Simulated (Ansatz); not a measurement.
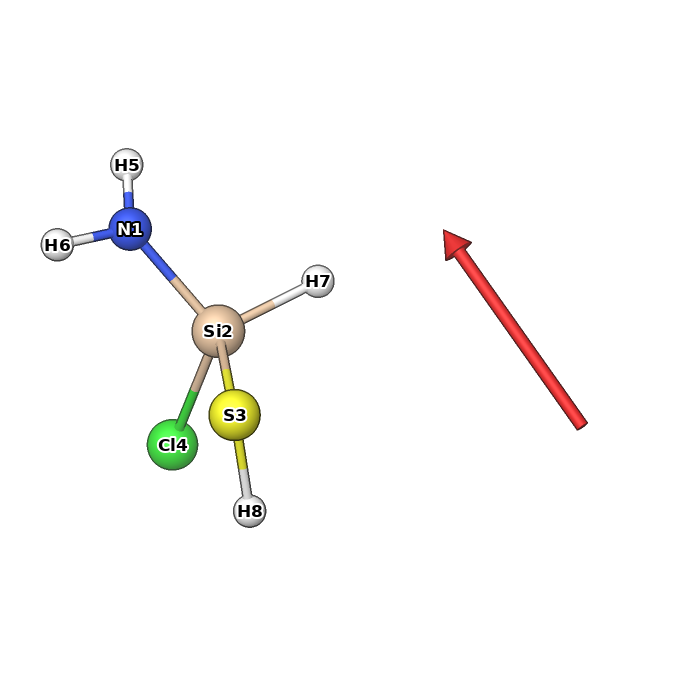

The arrow beside the molecule shows the direction of the dipole moment, from the negative to the positive end (its length means nothing). Computed geometry: PBE-D4/def2-SVP optimisation. No frequency run is at hand to confirm it as a minimum. Properties computed with RKS PBE-D4/def2-SVP (Ansatz 0.2.0).

### How large is the dipole moment?

1.59 D; it points from the side of H8 to the side of H5 (the outermost atoms at the two ends).
